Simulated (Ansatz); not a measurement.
# CH3B + H2S: a complex and its separated parts

Aim: how far the complex at one end of a reaction step lies below its separated, relaxed parts, level by level.

The runs use Ansatz 0.2.0, Gaussian basis; PBE0-D4/def2-TZVP structures, single points in def2-TZVPP, no counterpoise correction.

Levels: SPW92, PBE-D4, BLYP-D4, r2SCAN-D4, B97M-V, PBE0-D4, B3LYP-D4, r2SCAN0-D4, BHLYP-D4, CAM-B3LYP-D4, wB97X-V, wB97M-V, B2PLYP, PBE-QIDH, RPA on PBE, Hartree-Fock, MP2, CCSD, CCSD(T).

Correlated methods freeze the cores. B3LYP uses VWN-RPA correlation. B2PLYP carries no dispersion term here.

56 further runs of the same task are left out: 56 set aside as unsound or not needed.

### 1 Starting geometry

The complex: 8 atoms, charge 0, spin multiplicity 1.

Atoms are counted from 1 here; the program's logs count them from 0.

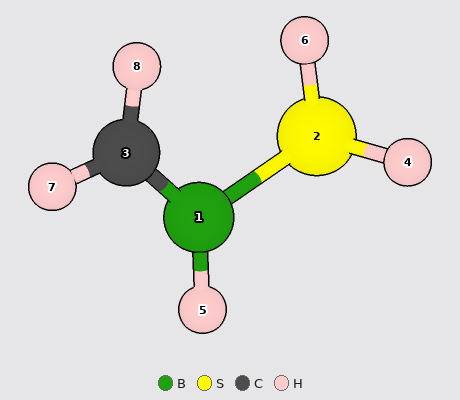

Start geometry, drawn with boron green, sulfur yellow, carbon dark grey, hydrogen pink; atoms are numbered from 1 in the order of the file.

As a file:

```mol
CH5BS
  3D, bonds by distance, orders not assigned

  8  7  0  0  0  0  0  0  0  0999 V2000
   -0.5841    0.5043   -0.0900 B   0  0
   -0.4375   -0.9005    1.2415 S   0  0
    0.3143    0.3673   -1.1808 C   0  0
    0.1591   -0.3354    2.3172 H   0  0
   -1.5050    1.2094    0.1905 H   0  0
    0.6998   -1.4851    0.8252 H   0  0
    0.2595    1.0268   -2.0426 H   0  0
    1.0937   -0.3867   -1.2610 H   0  0
  1  2  8  0
  1  3  8  0
  1  5  8  0
  2  4  8  0
  2  6  8  0
  3  7  8  0
  3  8  8  0
M  END
```

Its parts: CH3B holds atoms 1, 3, 5, 7, 8; H2S holds atoms 2, 4, 6. Each part counts its atoms afresh in its own runs.

### 2 Relaxing CH3B alone

The input, relax-a/in.yaml:

```yaml
crystal:
  periodic: [false, false, false]
  atoms:
    - {symbol: B, position_ang: [-0.584057, 0.504280, -0.089981]}
    - {symbol: C, position_ang: [0.314331, 0.367302, -1.180759]}
    - {symbol: H, position_ang: [-1.504967, 1.209368, 0.190515]}
    - {symbol: H, position_ang: [0.259531, 1.026778, -2.042580]}
    - {symbol: H, position_ang: [1.093738, -0.386731, -1.261034]}
basis:
  gaussian: {orbitals: def2-TZVP}
hamiltonian: {xc: pbe0, dispersion: d4}
relax: {f_tol: 0.005, max_steps: 200}
```

Started as:

```
$ ansatz run in.yaml --threads 2 --pin off --events-out ev --progress --plain --max-ram 4352MiB
```

Standard output (excerpt; [...] marks lines left out):

```text
Functional definition: PBE0
  name "PBE0"
  cite "Adamo & Barone, J. Chem. Phys. 110, 6158 (1999) doi:10.1063/1.478522"
  cite "Perdew, Burke & Ernzerhof, Phys. Rev. Lett. 77, 3865 (1996) doi:10.1103/PhysRevLett.77.3865"
  parent pbe
[...]
481 factors; their error is unknown
[...]
mean field -1757.46819496 eV, -64.5857649100 hartree, gradient 2.7e-5 eV, S^2 0.000000; 0 other end points of the search recorded, 0 dependent functions left out
[...]
reference -1757.46822089 eV, -64.5857658631 hartree; 7, 7 occupied and 73, 73 virtual orbitals, 481 factors
[...]
reference -1758.18981775 eV, -64.6122840583 hartree; 7, 7 occupied and 73, 73 virtual orbitals, 481 factors
Total energy: -1758.22631762 eV, -64.6136254038 hartree
Atom 0 at    -0.661604     0.733259    -0.321565 Å, force     0.000018    -0.000020    -0.000003 eV/Å
Atom 1 at     0.302391     0.417518    -1.248545 Å, force    -0.000167    -0.000101     0.000328 eV/Å
Atom 2 at    -1.486136     1.003384     0.471217 Å, force     0.000021    -0.000042     0.000042 eV/Å
Atom 3 at     0.420608     0.966861    -2.178052 Å, force     0.000183     0.000081    -0.000351 eV/Å
Atom 4 at     1.003317    -0.400025    -1.106893 Å, force    -0.000054     0.000082    -0.000016 eV/Å
Dipole moment:    -0.084273     0.027606     0.081026 e Å
```

It took 5.5 s on 2 threads of Arm Neoverse V1, shared host.

Along the way: (the energy doesn't fall at every step)

| step | energy from step 1 (eV) | largest force component (eV/Å) |
| --- | --- | --- |
| 1 | 0.0000 | 3.4813 |
| 2 | -0.5100 | 1.2028 |
| 3 | -0.5042 | 1.3411 |
| 4 | -0.6633 | 0.7933 |
| 5 | -0.7174 | 0.1394 |
| 6 | -0.7212 | 0.0661 |
| 7 | -0.7214 | 0.0119 |
| 8 | -0.7214 | 0.0004 |

Distances of close pairs at the start and the end, largest changes first:

| bond | before (Å) | after (Å) | change (Å) |
| --- | --- | --- | --- |
| B1–C2 | 1.420 | 1.374 | -0.046 |
| B1–H3 | 1.193 | 1.175 | -0.018 |
| C2–H5 | 1.087 | 1.086 | -0.001 |
| C2–H4 | 1.087 | 1.086 | -0.000 |

### 3 Relaxing H2S alone

The input, relax-b/in.yaml:

```yaml
crystal:
  periodic: [false, false, false]
  atoms:
    - {symbol: S, position_ang: [-0.437509, -0.900478, 1.241535]}
    - {symbol: H, position_ang: [0.159107, -0.335425, 2.317151]}
    - {symbol: H, position_ang: [0.699827, -1.485094, 0.825154]}
basis:
  gaussian: {orbitals: def2-TZVP}
hamiltonian: {xc: pbe0, dispersion: d4}
relax: {f_tol: 0.005, max_steps: 200}
```

Started as:

```
$ ansatz run in.yaml --threads 2 --pin off --events-out ev --progress --plain --max-ram 4352MiB
```

Standard output (excerpt; [...] marks lines left out):

```text
[... 5 set-up lines as earlier in the session ...]
[...]
359 factors; their error is unknown
[...]
mean field -10864.44775542 eV, -399.2610908246 hartree, gradient 2.9e-5 eV, S^2 0.000000; 0 other end points of the search recorded, 0 dependent functions left out
[...]
reference -10864.45048030 eV, -399.2611909621 hartree; 9, 9 occupied and 40, 40 virtual orbitals, 359 factors
Total energy: -10864.46265983 eV, -399.2616385516 hartree
Atom 0 at    -0.439339    -0.898673     1.243488 Å, force     0.000171    -0.000111    -0.000096 eV/Å
Atom 1 at     0.162045    -0.343566     2.306233 Å, force    -0.000012     0.000076     0.000109 eV/Å
Atom 2 at     0.698719    -1.478758     0.834119 Å, force    -0.000158     0.000034    -0.000012 eV/Å
Dipole moment:     0.226550    -0.003253     0.085098 e Å
```

Wall time 1.3 s (2 threads of Arm Neoverse V1, shared host).

The steps of the relaxation:

| step | energy from step 1 (eV) | largest force component (eV/Å) |
| --- | --- | --- |
| 1 | 0.0000 | 0.2717 |
| 2 | -0.0024 | 0.0975 |
| 3 | -0.0027 | 0.0085 |
| 4 | -0.0027 | 0.0002 |

Close pairs (by a distance rule), those that changed most:

| bond | before (Å) | after (Å) | change (Å) |
| --- | --- | --- | --- |
| S1–H2 | 1.354 | 1.341 | -0.012 |
| S1–H3 | 1.345 | 1.341 | -0.004 |

### 4 SPW92/def2-TZVPP

The input, parta/in.yaml:

```yaml
crystal:
  periodic: [false, false, false]
  atoms:
    - {symbol: B, position_ang: [-0.661604, 0.733259, -0.321565]}
    - {symbol: C, position_ang: [0.302391, 0.417518, -1.248545]}
    - {symbol: H, position_ang: [-1.486136, 1.003384, 0.471217]}
    - {symbol: H, position_ang: [0.420608, 0.966861, -2.178052]}
    - {symbol: H, position_ang: [1.003317, -0.400025, -1.106893]}
basis:
  gaussian: {orbitals: def2-TZVPP}
hamiltonian: {xc: lda}
```

The input, partb/in.yaml:

```yaml
crystal:
  periodic: [false, false, false]
  atoms:
    - {symbol: S, position_ang: [-0.439339, -0.898673, 1.243488]}
    - {symbol: H, position_ang: [0.162045, -0.343566, 2.306233]}
    - {symbol: H, position_ang: [0.698719, -1.478758, 0.834119]}
basis:
  gaussian: {orbitals: def2-TZVPP}
hamiltonian: {xc: lda}
```

Each run has its own folder and the same command.

Started as:

```
$ ansatz run in.yaml --threads 2 --pin off --events-out ev --progress --plain --max-ram 4352MiB
```

parta printed (excerpt; [...] marks lines left out):

```text
Functional definition: SPW92
  name "SPW92"
  cite "Dirac, Proc. Camb. Phil. Soc. 26, 376 (1930) doi:10.1017/S0305004100016108"
  cite "Slater, Phys. Rev. 81, 385 (1951) doi:10.1103/PhysRev.81.385"
  cite "Perdew & Wang, Phys. Rev. B 45, 13244 (1992) doi:10.1103/PhysRevB.45.13244"
[...]
526 factors; their error is unknown
[...]
mean field -1742.21543437 eV, -64.0252362972 hartree, gradient 5.7e-5 eV, S^2 0.000000; 0 other end points of the search recorded, 0 dependent functions left out
reference -1742.21546659 eV, -64.0252374812 hartree; 7, 7 occupied and 97, 97 virtual orbitals, 526 factors
Total energy: -1742.21546659 eV, -64.0252374812 hartree
```

partb printed (excerpt; [...] marks lines left out):

```text
[... 5 set-up lines as earlier in the session ...]
[...]
402 factors; their error is unknown
[...]
mean field -10830.30345413 eV, -398.0063108958 hartree, gradient 1.5e-5 eV, S^2 0.000000; 0 other end points of the search recorded, 0 dependent functions left out
reference -10830.30347497 eV, -398.0063116617 hartree; 9, 9 occupied and 61, 61 virtual orbitals, 402 factors
Total energy: -10830.30347497 eV, -398.0063116617 hartree
```

Wall times: 0.35 s (parta), 0.2 s (partb) on 2 threads of Arm Neoverse V1, shared host.

### 5 PBE-D4/def2-TZVPP

The same edit goes into each in.yaml of step 4 (parta, partb):

```diff
-hamiltonian: {xc: lda}
+hamiltonian: {xc: pbe, dispersion: d4}
```

One command serves all of them, each in its own folder.

Started as:

```
$ ansatz run in.yaml --threads 2 --pin off --events-out ev --progress --plain --max-ram 4352MiB
```

parta printed (excerpt; [...] marks lines left out):

```text
Functional definition: PBE
  name "PBE"
[... 2 set-up lines as earlier in the session ...]
[...]
526 factors; their error is unknown
[...]
mean field -1757.89336455 eV, -64.6013896043 hartree, gradient 3.4e-5 eV, S^2 0.000000; 0 other end points of the search recorded, 0 dependent functions left out
reference -1757.89339915 eV, -64.6013908759 hartree; 7, 7 occupied and 97, 97 virtual orbitals, 526 factors
Total energy: -1757.93806999 eV, -64.6030324990 hartree
```

Log of partb (excerpt; [...] marks lines left out):

```text
[... 4 set-up lines as earlier in the session ...]
[...]
402 factors; their error is unknown
[...]
mean field -10863.54269539 eV, -399.2278304820 hartree, gradient 3.3e-5 eV, S^2 0.000000; 0 other end points of the search recorded, 0 dependent functions left out
reference -10863.54271765 eV, -399.2278312997 hartree; 9, 9 occupied and 61, 61 virtual orbitals, 402 factors
Total energy: -10863.55775445 eV, -399.2283838920 hartree
```

Wall times: 0.6 s (parta), 0.3 s (partb) on 2 threads of Arm Neoverse V1, shared host.

### 6 BLYP-D4/def2-TZVPP

The same edit goes into each in.yaml of step 5 (parta, partb):

```diff
-hamiltonian: {xc: pbe, dispersion: d4}
+hamiltonian: {xc: {name: BLYP}, dispersion: d4}
```

One command serves all of them, each in its own folder.

Started as:

```
$ ansatz run in.yaml --threads 2 --pin off --events-out ev --progress --plain --max-ram 4352MiB
```

parta printed (excerpt; [...] marks lines left out):

```text
Functional definition: BLYP
  name "BLYP"
  cite "Becke, Phys. Rev. A 38, 3098 (1988) doi:10.1103/PhysRevA.38.3098"
  cite "Lee, Yang & Parr, Phys. Rev. B 37, 785 (1988) doi:10.1103/PhysRevB.37.785"
[...]
526 factors; their error is unknown
[...]
mean field -1759.89696925 eV, -64.6750207190 hartree, gradient 1.5e-5 eV, S^2 0.000000; 0 other end points of the search recorded, 0 dependent functions left out
reference -1759.89724979 eV, -64.6750310285 hartree; 7, 7 occupied and 97, 97 virtual orbitals, 526 factors
Total energy: -1760.00144443 eV, -64.6788601110 hartree
```

Output in partb (excerpt; [...] marks lines left out):

```text
[... 4 set-up lines as earlier in the session ...]
[...]
402 factors; their error is unknown
[...]
mean field -10868.21006564 eV, -399.3993531749 hartree, gradient 2.3e-5 eV, S^2 0.000000; 0 other end points of the search recorded, 0 dependent functions left out
reference -10868.21027950 eV, -399.3993610342 hartree; 9, 9 occupied and 61, 61 virtual orbitals, 402 factors
Total energy: -10868.24597163 eV, -399.4006726956 hartree
```

Times: 0.6 s (parta), 0.25 s (partb) on 2 threads of Arm Neoverse V1, shared host.

### 7 r2SCAN-D4/def2-TZVPP

Each input of step 6 (parta, partb) changes in the same lines:

```diff
-hamiltonian: {xc: {name: BLYP}, dispersion: d4}
+hamiltonian: {xc: r2scan, dispersion: d4}
```

One command serves all of them, each in its own folder.

Started as:

```
$ ansatz run in.yaml --threads 2 --pin off --events-out ev --progress --plain --max-ram 4352MiB
```

Log of parta (excerpt; [...] marks lines left out):

```text
Functional definition: r2SCAN
  name "r2SCAN"
  cite "Furness, Kaplan, Ning, Perdew & Sun, J. Phys. Chem. Lett. 11, 8208 (2020) doi:10.1021/acs.jpclett.0c02405"
  cite "Furness, Kaplan, Ning, Perdew & Sun, J. Phys. Chem. Lett. 11, 9248 (2020) doi:10.1021/acs.jpclett.0c03077"
  parent r2scan
[...]
526 factors; their error is unknown
[...]
mean field -1759.44687289 eV, -64.6584799826 hartree, gradient 1.7e-5 eV, S^2 0.000000; 0 other end points of the search recorded, 0 dependent functions left out
reference -1759.44688344 eV, -64.6584803704 hartree; 7, 7 occupied and 97, 97 virtual orbitals, 526 factors
Total energy: -1759.45702484 eV, -64.6588530601 hartree
```

Output in partb (excerpt; [...] marks lines left out):

```text
[... 5 set-up lines as earlier in the session ...]
[...]
402 factors; their error is unknown
[...]
mean field -10867.52470726 eV, -399.3741667189 hartree, gradient 2.5e-5 eV, S^2 0.000000; 0 other end points of the search recorded, 0 dependent functions left out
reference -10867.52471395 eV, -399.3741669649 hartree; 9, 9 occupied and 61, 61 virtual orbitals, 402 factors
Total energy: -10867.52806223 eV, -399.3742900118 hartree
```

Wall times: 1.1 s (parta), 0.75 s (partb) on 2 threads of Arm Neoverse V1, shared host.

### 8 B97M-V/def2-TZVPP

Each input of step 7 (parta, partb) changes in the same lines:

```diff
-hamiltonian: {xc: r2scan, dispersion: d4}
+hamiltonian: {xc: {name: B97M-V}}
```

The same command starts each run, in its folder.

Started as:

```
$ ansatz run in.yaml --threads 2 --pin off --events-out ev --progress --plain --max-ram 4352MiB
```

parta printed (excerpt; [...] marks lines left out):

```text
Functional definition: B97M-V
  name "B97M-V"
  cite "Mardirossian & Head-Gordon, J. Chem. Phys. 142, 074111 (2015) doi:10.1063/1.4907719"
  cite "Becke, J. Chem. Phys. 107, 8554 (1997) doi:10.1063/1.475007"
  cite "Vydrov & Van Voorhis, J. Chem. Phys. 133, 244103 (2010) doi:10.1063/1.3521275"
  # Of w^i u^j: cxij and so on, Table III.
[...]
  gx(w, u) = cx00 + cx01*u + cx02*u^2 + (cx10 + cx11*u)*w
[...]
  gos(w, u) = cos00 + cos01*u + cos03*u^3 + cos10*w + cos32*w^3*u^2
[...]
      + integral(e_c_pw_mod_opposite_spin*gos(b97_w_opposite, b97_u_opposite)) + vv10(b, c)
526 factors; their error is unknown
[...]
mean field -1761.07657050 eV, -64.7183702652 hartree, gradient 3.9e-5 eV, S^2 0.000000; 0 other end points of the search recorded, 0 dependent functions left out
reference -1761.07662108 eV, -64.7183721241 hartree; 7, 7 occupied and 97, 97 virtual orbitals, 526 factors
Total energy: -1761.07662108 eV, -64.7183721241 hartree
```

Output in partb (excerpt; [...] marks lines left out):

```text
[... 5 set-up lines as earlier in the session ...]
  # Of w^i u^j: cxij and so on, Table III.
[...]
  gx(w, u) = cx00 + cx01*u + cx02*u^2 + (cx10 + cx11*u)*w
[...]
  gos(w, u) = cos00 + cos01*u + cos03*u^3 + cos10*w + cos32*w^3*u^2
[...]
      + integral(e_c_pw_mod_opposite_spin*gos(b97_w_opposite, b97_u_opposite)) + vv10(b, c)
402 factors; their error is unknown
[...]
mean field -10865.55701461 eV, -399.3018553477 hartree, gradient 2.7e-5 eV, S^2 0.000000; 0 other end points of the search recorded, 0 dependent functions left out
reference -10865.55704926 eV, -399.3018566211 hartree; 9, 9 occupied and 61, 61 virtual orbitals, 402 factors
Total energy: -10865.55704926 eV, -399.3018566211 hartree
```

They took 2.2 s (parta), 1.1 s (partb) on 2 threads of Arm Neoverse V1, shared host.

### 9 PBE0-D4/def2-TZVPP

Each input of step 8 (parta, partb) changes in the same lines:

```diff
-hamiltonian: {xc: {name: B97M-V}}
+hamiltonian: {xc: pbe0, dispersion: d4}
+output: {orbitals: {seedname: orbitals}}
```

Each run has its own folder and the same command.

Started as:

```
$ ansatz run in.yaml --threads 2 --pin off --events-out ev --progress --plain --max-ram 4352MiB
```

Log of parta (excerpt; [...] marks lines left out):

```text
[... 5 set-up lines as earlier in the session ...]
[...]
526 factors; their error is unknown
[...]
mean field -1758.21628520 eV, -64.6132567192 hartree, gradient 3.7e-5 eV, S^2 0.000000; 0 other end points of the search recorded, 0 dependent functions left out
reference -1758.21631095 eV, -64.6132576654 hartree; 7, 7 occupied and 97, 97 virtual orbitals, 526 factors
Total energy: -1758.25281081 eV, -64.6145990109 hartree
```

Output in partb (excerpt; [...] marks lines left out):

```text
[... 5 set-up lines as earlier in the session ...]
[...]
433 factors; their error is unknown
[...]
mean field -10864.48423247 eV, -399.2624313312 hartree, gradient 6.2e-6 eV, S^2 0.000000; 0 other end points of the search recorded, 0 dependent functions left out
reference -10864.48424909 eV, -399.2624319420 hartree; 9, 9 occupied and 61, 61 virtual orbitals, 433 factors
Total energy: -10864.49642861 eV, -399.2628795314 hartree
```

Times: 0.6 s (parta), 0.35 s (partb) on 2 threads of Arm Neoverse V1, shared host.

### 10 B3LYP-D4/def2-TZVPP

The same edit goes into each in.yaml of step 9 (parta, partb):

```diff
-hamiltonian: {xc: pbe0, dispersion: d4}
-output: {orbitals: {seedname: orbitals}}
+hamiltonian: {xc: {name: B3LYP}, dispersion: d4}
```

Each run has its own folder and the same command.

Started as:

```
$ ansatz run in.yaml --threads 2 --pin off --events-out ev --progress --plain --max-ram 4352MiB
```

Output in parta (excerpt; [...] marks lines left out):

```text
Functional definition: B3LYP
  name "B3LYP"
  cite "Stephens, Devlin, Chabalowski & Frisch, J. Phys. Chem. 98, 11623 (1994) doi:10.1021/j100096a001"
[... 2 set-up lines as earlier in the session ...]
  cite "Vosko, Wilk & Nusair, Can. J. Phys. 58, 1200 (1980) doi:10.1139/p80-159"
[...]
526 factors; their error is unknown
[...]
mean field -1761.04042537 eV, -64.7170419562 hartree, gradient 7.7e-5 eV, S^2 0.000000; 0 other end points of the search recorded, 0 dependent functions left out
reference -1761.04063311 eV, -64.7170495907 hartree; 7, 7 occupied and 97, 97 virtual orbitals, 526 factors
Total energy: -1761.11309124 eV, -64.7197123778 hartree
```

Output in partb (excerpt; [...] marks lines left out):

```text
[... 6 set-up lines as earlier in the session ...]
[...]
414 factors; their error is unknown
[...]
mean field -10868.95565811 eV, -399.4267531928 hartree, gradient 4.1e-6 eV, S^2 0.000000; 0 other end points of the search recorded, 0 dependent functions left out
reference -10868.95581583 eV, -399.4267589890 hartree; 9, 9 occupied and 61, 61 virtual orbitals, 414 factors
Total energy: -10868.98025106 eV, -399.4276569671 hartree
```

Wall times: 0.6 s (parta), 0.35 s (partb) on 2 threads of Arm Neoverse V1, shared host.

### 11 r2SCAN0-D4/def2-TZVPP

Each input of step 10 (parta, partb) changes in the same lines:

```diff
-hamiltonian: {xc: {name: B3LYP}, dispersion: d4}
+hamiltonian: {xc: {name: r2SCAN0}, dispersion: d4}
```

The same command starts each run, in its folder.

Started as:

```
$ ansatz run in.yaml --threads 2 --pin off --events-out ev --progress --plain --max-ram 4352MiB
```

parta printed (excerpt; [...] marks lines left out):

```text
Functional definition: r2SCAN0
  name "r2SCAN0"
  cite "Bursch, Neugebauer, Ehlert & Grimme, J. Chem. Phys. 156, 134105 (2022) doi:10.1063/5.0086040"
[... 3 set-up lines as earlier in the session ...]
[...]
526 factors; their error is unknown
[...]
mean field -1759.28620694 eV, -64.6525756180 hartree, gradient 2.9e-5 eV, S^2 0.000000; 0 other end points of the search recorded, 0 dependent functions left out
reference -1759.28621535 eV, -64.6525759270 hartree; 7, 7 occupied and 97, 97 virtual orbitals, 526 factors
Total energy: -1759.29794049 eV, -64.6530068179 hartree
```

Output in partb (excerpt; [...] marks lines left out):

```text
[... 6 set-up lines as earlier in the session ...]
[...]
433 factors; their error is unknown
[...]
mean field -10867.41044742 eV, -399.3699677472 hartree, gradient 1.6e-5 eV, S^2 0.000000; 0 other end points of the search recorded, 0 dependent functions left out
reference -10867.41045276 eV, -399.3699679435 hartree; 9, 9 occupied and 61, 61 virtual orbitals, 433 factors
Total energy: -10867.41431082 eV, -399.3701097245 hartree
```

Times: 1.1 s (parta), 0.76 s (partb) on 2 threads of Arm Neoverse V1, shared host.

### 12 BHLYP-D4/def2-TZVPP

The same edit goes into each in.yaml of step 11 (parta, partb):

```diff
-hamiltonian: {xc: {name: r2SCAN0}, dispersion: d4}
+hamiltonian: {xc: {name: BHLYP}, dispersion: d4}
```

Each run has its own folder and the same command.

Started as:

```
$ ansatz run in.yaml --threads 2 --pin off --events-out ev --progress --plain --max-ram 4352MiB
```

Log of parta (excerpt; [...] marks lines left out):

```text
Functional definition: BHLYP
  name "BHLYP"
  cite "Becke, J. Chem. Phys. 98, 1372 (1993) doi:10.1063/1.464304"
[... 2 set-up lines as earlier in the session ...]
[...]
607 factors; their error is unknown
[...]
mean field -1759.70768546 eV, -64.6680646681 hartree, gradient 5.8e-5 eV, S^2 0.000000; 0 other end points of the search recorded, 0 dependent functions left out
reference -1759.70782525 eV, -64.6680698050 hartree; 7, 7 occupied and 97, 97 virtual orbitals, 607 factors
Total energy: -1759.75779546 eV, -64.6699061764 hartree
```

partb printed (excerpt; [...] marks lines left out):

```text
[... 5 set-up lines as earlier in the session ...]
[...]
453 factors; their error is unknown
[...]
mean field -10868.25161370 eV, -399.4008800378 hartree, gradient 1.3e-5 eV, S^2 0.000000; 0 other end points of the search recorded, 0 dependent functions left out
reference -10868.25172040 eV, -399.4008839590 hartree; 9, 9 occupied and 61, 61 virtual orbitals, 453 factors
Total energy: -10868.26804756 eV, -399.4014839713 hartree
```

Times: 0.6 s (parta), 0.35 s (partb) on 2 threads of Arm Neoverse V1, shared host.

(Part 1 of 2 ends here.)
